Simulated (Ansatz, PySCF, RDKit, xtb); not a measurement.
# C5H3BrOSe: which of the isomers drawn lies lowest?, part 2 of 2

Which of a sample of isomers of C5H3BrOSe is the most stable in the gas at 298.15 K, and what are its properties? The sample is small against all isomers, and the most stable one of this formula need not be in it.

xtb, Ansatz and PySCF; isolated molecules. Earlier steps stand in the parts before.

### Step 12. The ranking

Energies in kcal/mol from c701a; G adds the thermal terms to the CCSD(T)/def2-SVP + MP2/def2-TZVPP - MP2/def2-SVP energy. The columns left of the relaxed level are at the tight-binding geometries.

```csv
label,SMILES,spin,GFN2-xTB,HF/STO-3G,r2SCAN-D4/def2-SVP,B3LYP/def2-SVP,HF/def2-SVP,MP2/def2-SVP,CCSD(T)/def2-SVP + MP2/def2-TZVPP - MP2/def2-SVP,G,share at equilibrium,T1
c701a,O=Cc1[se]ccc1Br,singlet,0.0,0.0,0.0,0.0,0.0,0.0,0.0,0.0,99.8 %,0.013
c836a,O=Cc1c[se]c(Br)c1,singlet,5.8,-0.5,4.7,3.7,2.5,4.4,3.8,3.6,0.2 %,0.013
c055a,O=c1cc[se]cc1Br,singlet,6.0,5.5,5.1,4.8,4.6,11.0,6.5,6.9,< 0.1 %,0.013
c389a,O=c1cc[se]c(Br)c1,singlet,8.4,6.4,5.5,5.1,5.0,11.6,6.8,7.1,< 0.1 %,0.013
```

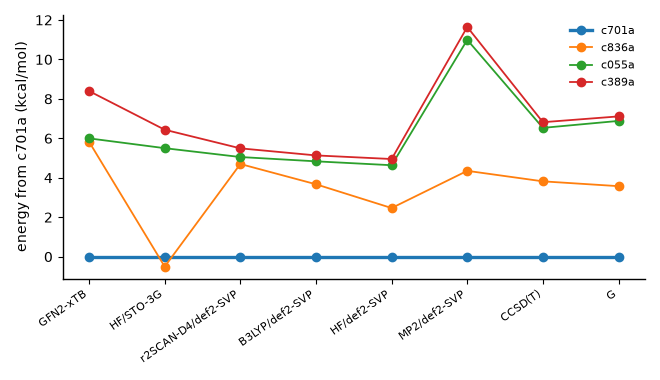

The finalists at each level, measured from c701a.

Lowest found: c701a, `O=Cc1[se]ccc1Br`, a singlet. Bond lengths: C1–C2 1.462 Å, C3–C4 1.371 Å, C2–C5 1.381 Å, C4–C5 1.427 Å, C5–Br6 1.898 Å, C1–O7 1.214 Å, C2–Se8 1.886 Å, C3–Se8 1.863 Å, C1–H9 1.117 Å, C3–H10 1.090 Å, C4–H11 1.091 Å. Some angles: C1–C2–C5 130.6°, C1–C2–Se8 118.9°, C5–C2–Se8 110.5°, C2–C1–O7 123.6°, C3–C4–C5 113.6°, C4–C3–Se8 112.9°, C2–C5–C4 115.9°, C2–C5–Br6 123.5°, C4–C5–Br6 120.5°, C2–Se8–C3 87.0°.

```xyz
11

C     1.2751   -0.3719    1.8321
C     1.1563   -0.3691    0.3751
C     0.7514   -1.0012   -2.0940
C     1.1787    0.2890   -1.9126
C     1.4006    0.6315   -0.5450
Br    1.9954    2.3704   -0.0703
O     1.0238   -1.3363    2.5251
Se    0.5824   -1.9410   -0.4946
H     1.6202    0.5941    2.2730
H     0.5216   -1.4748   -3.0487
H     1.3375    0.9956   -2.7285
```

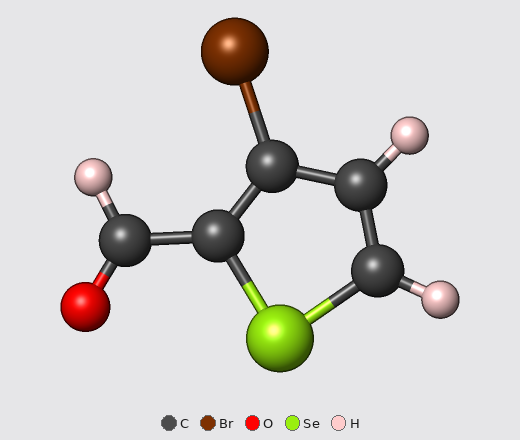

The lowest structure found, seen from a chosen angle (carbon dark grey, bromine brown, oxygen red, selenium green, hydrogen pink).

### Step 13. Density, orbitals and dipole (PBE0/def2-SVPD)

Input file input.yaml:

```yaml
crystal:
  periodic: [false, false, false]
  atoms:
    - {symbol: C, position_ang: [1.275131, -0.371913, 1.832065]}
    - {symbol: C, position_ang: [1.156293, -0.369101, 0.375057]}
    - {symbol: C, position_ang: [0.751378, -1.001213, -2.094014]}
    - {symbol: C, position_ang: [1.178708, 0.288989, -1.912572]}
    - {symbol: C, position_ang: [1.400551, 0.631488, -0.545017]}
    - {symbol: Br, position_ang: [1.995411, 2.370442, -0.070257]}
    - {symbol: O, position_ang: [1.023782, -1.336327, 2.525132]}
    - {symbol: Se, position_ang: [0.582350, -1.940991, -0.494587]}
    - {symbol: H, position_ang: [1.620237, 0.594135, 2.272970]}
    - {symbol: H, position_ang: [0.521649, -1.474766, -3.048726]}
    - {symbol: H, position_ang: [1.337500, 0.995612, -2.728451]}
basis:
  gaussian: {orbitals: def2-SVPD}
hamiltonian: {xc: pbe0}
output: {forces: true, orbitals: {seedname: orbitals}}
```

Started as:

```
$ ansatz run input.yaml --threads 4 --pin off --max-ram 7830MiB --events-out events.jsonl --progress --plain --runs-dir runs
```

Log (excerpt; [...] marks lines left out):

```text
Warning: RAYON_NUM_THREADS=4 ignored (pool sized by the plan → 4); use --threads N
Functional definition: PBE0
  name "PBE0"
[...]
2253 factors; integrals over basis functions are off by at most 8.7e-4 eV
[...]
mean field -142630.57188261 eV, -5241.5768382119 hartree, gradient 1.9e-5 eV, S^2 0.000000; 0 other end points of the search recorded, 0 dependent functions left out
[...]
reference -142630.57193809 eV, -5241.5768402507 hartree; 55, 55 occupied and 174, 174 virtual orbitals, 2253 factors
Total energy: -142630.57193809 eV, -5241.5768402507 hartree
Atom 0 at     1.275131    -0.371913     1.832065 Å, force    -0.009147    -0.013251    -0.062174 eV/Å
Atom 1 at     1.156293    -0.369101     0.375057 Å, force    -0.066971    -0.190328    -0.073825 eV/Å
Atom 2 at     0.751378    -1.001213    -2.094014 Å, force     0.034433     0.032953     0.288895 eV/Å
Atom 3 at     1.178708     0.288989    -1.912572 Å, force    -0.001777    -0.046508     0.161162 eV/Å
Atom 4 at     1.400551     0.631488    -0.545017 Å, force     0.001427     0.008933    -0.016242 eV/Å
Atom 5 at     1.995411     2.370442    -0.070257 Å, force    -0.112150    -0.332263    -0.072563 eV/Å
Atom 6 at     1.023782    -1.336327     2.525132 Å, force     0.052741     0.204402    -0.152385 eV/Å
Atom 7 at     0.582350    -1.940991    -0.494587 Å, force     0.134287     0.454056    -0.133719 eV/Å
Atom 8 at     1.620237     0.594135     2.272970 Å, force    -0.033507    -0.100884    -0.014159 eV/Å
Atom 9 at     0.521649    -1.474766    -3.048726 Å, force     0.009015     0.017502     0.044041 eV/Å
Atom 10 at     1.337500     0.995612    -2.728451 Å, force    -0.008352    -0.034612     0.030969 eV/Å
Dipole moment:    -0.010062     0.152055    -0.714139 e Å
```

Wall time 11 s (4 threads of Arm Neoverse V1, shared host); peak memory 1 GiB.

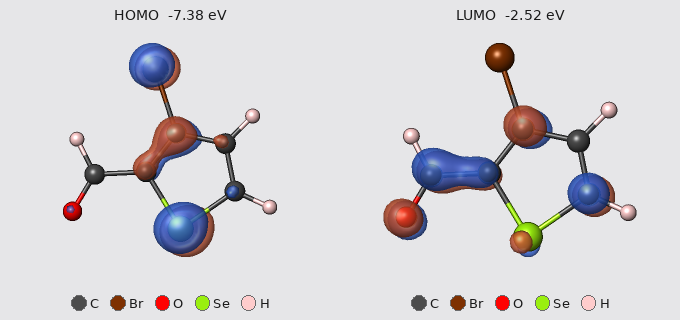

Frontier orbitals of this run, surfaces at ±0.2 Å^-3/2.

### Step 14. Electronic excitations (TD-PBE0/def2-SVPD)

An in-house driver calls PySCF's response routines at TD-PBE0/def2-SVPD; it has no typed input.

Log:

```text
coarse grid: 53160 points
cycle   1  E = -5241.4505459856  dE = -5.619e-01  |g| = 7.700e-01  |ddm| = 6.960e+00
cycle   2  E = -5240.8917881921  dE =  5.588e-01  |g| = 1.773e+00  |ddm| = 5.113e+00
cycle   3  E = -5241.5715057235  dE = -6.797e-01  |g| = 1.498e-01  |ddm| = 4.053e+00
cycle   4  E = -5241.5731717430  dE = -1.666e-03  |g| = 1.154e-01  |ddm| = 4.989e-01
cycle   5  E = -5241.5765675605  dE = -3.396e-03  |g| = 3.066e-02  |ddm| = 2.946e-01
cycle   6  E = -5241.5768056057  dE = -2.380e-04  |g| = 1.102e-02  |ddm| = 7.741e-02
cycle   7  E = -5241.5768347098  dE = -2.910e-05  |g| = 2.603e-03  |ddm| = 2.279e-02
cycle   8  E = -5241.5768361501  dE = -1.440e-06  |g| = 1.166e-03  |ddm| = 6.815e-03
final grid: 109512 points
cycle   9  E = -5241.5768398551  dE =  9.426e-07  |g| = 2.201e-03  |ddm| = 8.349e-03
cycle  10  E = -5241.5768355157  dE =  4.339e-06  |g| = 4.521e-03  |ddm| = 1.254e-02
cycle  11  E = -5241.5768411746  dE = -5.659e-06  |g| = 3.353e-04  |ddm| = 8.565e-03
cycle  12  E = -5241.5768412040  dE = -2.935e-08  |g| = 4.179e-05  |ddm| = 5.863e-04
cycle  13  E = -5241.5768412043  dE = -3.874e-10  |g| = 1.430e-05  |ddm| = 1.047e-04
converged SCF energy = -5241.5768412043

Static polarisability (au): isotropic 110.507, principal 65.892 123.487 142.143

Singlet excitations
state   eV       nm        f      main configurations
  1   3.5643    347.9   0.00017   H-2->L 0.95
  2   4.1186    301.0   0.09821   H->L 0.85, H-1->L 0.12
  3   4.5014    275.4   0.16076   H-1->L 0.83, H->L 0.12
  4   4.9487    250.5   0.00017   H->L+1 0.97
  5   5.2325    237.0   0.00094   H-3->L 0.98
  6   5.2924    234.3   0.00000   H-1->L+1 0.97
  7   5.7442    215.8   0.01727   H-2->L+1 0.96
  8   5.9205    209.4   0.02036   H-4->L 0.93

Triplet excitations (Tamm-Dancoff, eV): 2.8683 3.0867 3.2565
```

Run time: 23 s. Hardware: 4 threads of Arm Neoverse V1, shared host; peak memory 1.1 GiB.

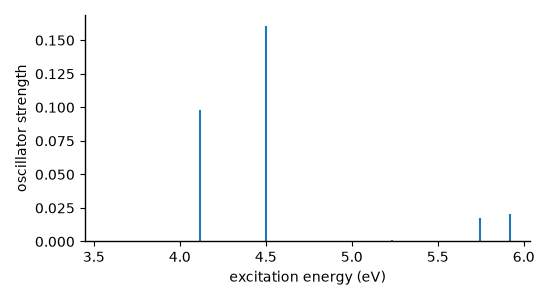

Vertical excitations as sticks.

The roots found:

```csv
excited state,energy (eV),strength
1,3.564,0.0002
2,4.119,0.0982
3,4.501,0.1608
4,4.949,0.0002
5,5.232,0.0009
6,5.292,0.0000
7,5.744,0.0173
8,5.920,0.0204
```

### Step 15. NMR shieldings (GIAO PBE0/pcSseg-1)

An in-house driver calls PySCF's response routines at GIAO PBE0/pcSseg-1; it has no typed input.

Log:

```text
coarse grid: 53160 points
cycle   1  E = -5241.6442377664  dE = -7.525e-01  |g| = 1.241e+00  |ddm| = 3.947e+00
cycle   2  E = -5241.0895334280  dE =  5.547e-01  |g| = 1.879e+00  |ddm| = 3.491e+00
cycle   3  E = -5241.7307011249  dE = -6.412e-01  |g| = 5.806e-01  |ddm| = 3.289e+00
cycle   4  E = -5241.7898398455  dE = -5.914e-02  |g| = 1.526e-01  |ddm| = 6.018e-01
cycle   5  E = -5241.7923691447  dE = -2.529e-03  |g| = 9.085e-02  |ddm| = 2.528e-01
cycle   6  E = -5241.7946477007  dE = -2.279e-03  |g| = 2.215e-02  |ddm| = 1.184e-01
cycle   7  E = -5241.7947532058  dE = -1.055e-04  |g| = 7.655e-03  |ddm| = 2.476e-02
cycle   8  E = -5241.7947664600  dE = -1.325e-05  |g| = 1.873e-03  |ddm| = 7.718e-03
cycle   9  E = -5241.7947670812  dE = -6.212e-07  |g| = 7.648e-04  |ddm| = 2.939e-03
final grid: 109512 points
cycle  10  E = -5241.7947839259  dE =  4.390e-07  |g| = 1.533e-03  |ddm| = 2.738e-03
cycle  11  E = -5241.7947818109  dE =  2.115e-06  |g| = 3.259e-03  |ddm| = 4.943e-03
cycle  12  E = -5241.7947845297  dE = -2.719e-06  |g| = 2.109e-04  |ddm| = 3.340e-03
cycle  13  E = -5241.7947845401  dE = -1.047e-08  |g| = 2.764e-05  |ddm| = 2.019e-04
cycle  14  E = -5241.7947845403  dE = -1.746e-10  |g| = 7.927e-06  |ddm| = 3.890e-05
converged SCF energy = -5241.7947845403

GIAO shielding tensors (ppm)
atom      isotropic    diamagn.    paramagn.     s11        s22        s33       span
  0 C       -0.828     241.085    -241.912    -92.758     -4.597     94.871    187.629
  1 C       26.477     259.819    -233.343    -23.708      6.068     97.069    120.778
  2 C       30.906     258.531    -227.626    -78.058     19.564    151.210    229.268
  3 C       44.407     248.862    -204.455    -31.812     43.778    121.254    153.066
  4 C       46.023     249.957    -203.935    -21.629     44.694    115.003    136.632
  5 Br    2055.264    3121.209   -1065.945   1307.717   1993.433   2864.643   1556.926
  6 O     -318.736     397.414    -716.149   -900.223   -403.879    347.894   1248.117
  7 Se    1065.539    2995.408   -1929.870    722.619   1095.921   1378.076    655.457
  8 H       21.236      26.750      -5.514     16.966     21.526     25.217      8.251
  9 H       23.192      29.421      -6.229     20.693     21.928     26.954      6.261
 10 H       24.159      29.074      -4.916     19.623     25.391     27.462      7.839
```

Wall time 15 s (4 threads of Arm Neoverse V1, shared host); peak memory 1.6 GiB.

Isotropic shieldings, averaged over atoms that the bond graph makes equivalent (absolute, not shifts; non-relativistic, which misses 10 ppm and more beside bromine and heavier atoms):

```csv
atoms,shielding (ppm)
C1,-0.8
C2,26.5
C3,30.9
C4,44.4
C5,46.0
Br6,2055.3
O7,-318.7
Se8,1065.5
H9,21.24
H10,23.19
H11,24.16
```

### Step 16. The cation at the same geometry (PBE0/def2-SVPD)

Input file input.yaml:

```yaml
crystal:
  periodic: [false, false, false]
  atoms:
    - symbol: C
      position_ang: [1.275131, -0.371913, 1.832065]
    - symbol: C
      position_ang: [1.156293, -0.369101, 0.375057]
    - symbol: C
      position_ang: [0.751378, -1.001213, -2.094014]
    - symbol: C
      position_ang: [1.178708, 0.288989, -1.912572]
    - symbol: C
      position_ang: [1.400551, 0.631488, -0.545017]
    - symbol: Br
      position_ang: [1.995411, 2.370442, -0.070257]
    - symbol: O
      position_ang: [1.023782, -1.336327, 2.525132]
    - symbol: Se
      position_ang: [0.582350, -1.940991, -0.494587]
    - symbol: H
      position_ang: [1.620237, 0.594135, 2.272970]
    - symbol: H
      position_ang: [0.521649, -1.474766, -3.048726]
    - symbol: H
      position_ang: [1.337500, 0.995612, -2.728451]
basis:
  gaussian: {orbitals: def2-SVPD}
hamiltonian: {xc: {name: PBE0}}
magnetization: {spin_polarized: true, initial_magnetization: 1}
total_charge: 1
```

Started as:

```
$ ansatz run input.yaml --threads 4 --pin off --max-ram 7830MiB --events-out events.jsonl --progress --plain --runs-dir runs
```

Log (excerpt; [...] marks lines left out):

```text
Warning: RAYON_NUM_THREADS=4 ignored (pool sized by the plan → 4); use --threads N
[... 2 set-up lines as earlier in the session ...]
[...]
2253 factors; integrals over basis functions are off by at most 8.7e-4 eV
[...]
mean field -142621.42557063 eV, -5241.2407174464 hartree, gradient 4.5e-6 eV, S^2 0.758672; 6 other end points of the search recorded, 0 dependent functions left out
reference -142621.42563666 eV, -5241.2407198730 hartree; 55, 54 occupied and 174, 175 virtual orbitals, 2253 factors
Total energy: -142621.42563666 eV, -5241.2407198730 hartree
```

It took 68 s on 4 threads of Arm Neoverse V1, shared host; peak memory 1.4 GiB.

Difference from the parent: 9.15 eV.

### Step 17. The anion at the same geometry (PBE0/def2-SVPD)

Input file input.yaml:

```yaml
crystal:
  periodic: [false, false, false]
  atoms:
    - {symbol: C, position_ang: [1.275131, -0.371913, 1.832065]}
    - {symbol: C, position_ang: [1.156293, -0.369101, 0.375057]}
    - {symbol: C, position_ang: [0.751378, -1.001213, -2.094014]}
    - {symbol: C, position_ang: [1.178708, 0.288989, -1.912572]}
    - {symbol: C, position_ang: [1.400551, 0.631488, -0.545017]}
    - {symbol: Br, position_ang: [1.995411, 2.370442, -0.070257]}
    - {symbol: O, position_ang: [1.023782, -1.336327, 2.525132]}
    - {symbol: Se, position_ang: [0.582350, -1.940991, -0.494587]}
    - {symbol: H, position_ang: [1.620237, 0.594135, 2.272970]}
    - {symbol: H, position_ang: [0.521649, -1.474766, -3.048726]}
    - {symbol: H, position_ang: [1.337500, 0.995612, -2.728451]}
basis:
  gaussian:
    orbitals: def2-SVPD
total_charge: -1
magnetization:
  spin_polarized: true
  initial_magnetization: 1
hamiltonian:
  xc: pbe0
scf:
  lower_state_search: "off"
```

Started as:

```
$ ansatz run input.yaml --threads 4 --pin off --max-ram 7830MiB --events-out events.jsonl --progress --plain --runs-dir runs
```

Log (excerpt; [...] marks lines left out):

```text
Warning: RAYON_NUM_THREADS=4 ignored (pool sized by the plan → 4); use --threads N
[... 2 set-up lines as earlier in the session ...]
[...]
2253 factors; integrals over basis functions are off by at most 8.7e-4 eV
[...]
mean field -142631.44152260 eV, -5241.6087968921 hartree, gradient 7.3e-6 eV, S^2 0.766999; 0 other end points of the search recorded, 0 dependent functions left out
reference -142631.44157008 eV, -5241.6087986370 hartree; 56, 55 occupied and 173, 174 virtual orbitals, 2253 factors
Total energy: -142631.44157008 eV, -5241.6087986370 hartree
Checks for a lower state left out: stability, starts, cluster_reference, orbital_swaps, neighbouring_geometries, increment
```

It took 11 s on 4 threads of Arm Neoverse V1, shared host; peak memory 1 GiB.

Parent less the species with the added electron: 0.87 eV.

### Step 18. The triplet at the same geometry (PBE0/def2-SVPD)

Edit input.yaml of step 17 so:

```diff
@@ -1 +1,4 @@
+basis:
+  gaussian:
+    orbitals: def2-SVPD
 crystal:
@@ -14,12 +17,6 @@
     - {symbol: H, position_ang: [1.337500, 0.995612, -2.728451]}
-basis:
-  gaussian:
-    orbitals: def2-SVPD
-total_charge: -1
 magnetization:
   spin_polarized: true
-  initial_magnetization: 1
+  initial_magnetization: 2
 hamiltonian:
-  xc: pbe0
-scf:
-  lower_state_search: "off"
+  xc: {name: PBE0}
```

Started as:

```
$ ansatz run input.yaml --threads 4 --pin off --max-ram 7830MiB --events-out events.jsonl --progress --plain --runs-dir runs
```

Log (excerpt; [...] marks lines left out):

```text
Warning: RAYON_NUM_THREADS=4 ignored (pool sized by the plan → 4); use --threads N
[... 2 set-up lines as earlier in the session ...]
[...]
2253 factors; integrals over basis functions are off by at most 8.7e-4 eV
[...]
mean field -142627.73055949 eV, -5241.4724215133 hartree, gradient 2.9e-5 eV, S^2 2.041281; 5 other end points of the search recorded, 0 dependent functions left out
reference -142627.73061466 eV, -5241.4724235407 hartree; 56, 54 occupied and 173, 175 virtual orbitals, 2253 factors
Total energy: -142627.73061466 eV, -5241.4724235407 hartree
```

Wall time 83 s (4 threads of Arm Neoverse V1, shared host); peak memory 1.5 GiB.

It lies 2.84 eV above the singlet.

### Step 19. Summary of results

This closing draws on all 2 parts.

| quantity | value |
| --- | --- |
| lowest structure found | O=Cc1[se]ccc1Br, singlet |
| next finalist | O=Cc1c[se]c(Br)c1, singlet, 3.6 kcal/mol higher in G |
| share at equilibrium, among the finalists | 99.8 % |
| funnel | 5 starts, 5 minima at GFN2-xTB, 7 screening runs, 4 relaxed, 4 ranked |
| CPU time of all runs | 53 min |
| dipole moment (PBE0/def2-SVPD) | 3.51 D |
| HOMO energy (PBE0/def2-SVPD) | -7.38 eV |
| LUMO energy (PBE0/def2-SVPD) | -2.52 eV |
| HOMO–LUMO gap (PBE0/def2-SVPD) | 4.86 eV |
| lowest excitation (TD-PBE0/def2-SVPD) | 3.56 eV (f = 0.000) |
| strongest of the states computed, same level | 4.50 eV (f = 0.161) |
| lowest triplet excitation, same level, Tamm-Dancoff | 2.87 eV |
| vertical ionisation energy | 9.15 eV |
| vertical electron affinity | 0.87 eV |
| vertical triplet less singlet | +2.84 eV |

**Reading.** `O=Cc1[se]ccc1Br` comes out lowest. Among the finalists first place is clear (3.6 kcal/mol); structures outside the list aren't covered. GFN2-xTB, r2SCAN-D4/def2-SVP, B3LYP/def2-SVP, HF/def2-SVP and MP2/def2-SVP already put its bonding pattern lowest among the structures in one piece; HF/STO-3G favours the singlet O=Cc1c[se]c(Br)c1. The largest share of the time went into the final energies (57 %). Lowest found is not proven lowest: the search is finite, and each finalist counts with one conformer. Only 4 drawn patterns were tried, so whole families of isomers are missing, and the result ranks this sample alone. The lowest isomer need not be the one that is made and kept in a bottle, which depends on barriers.
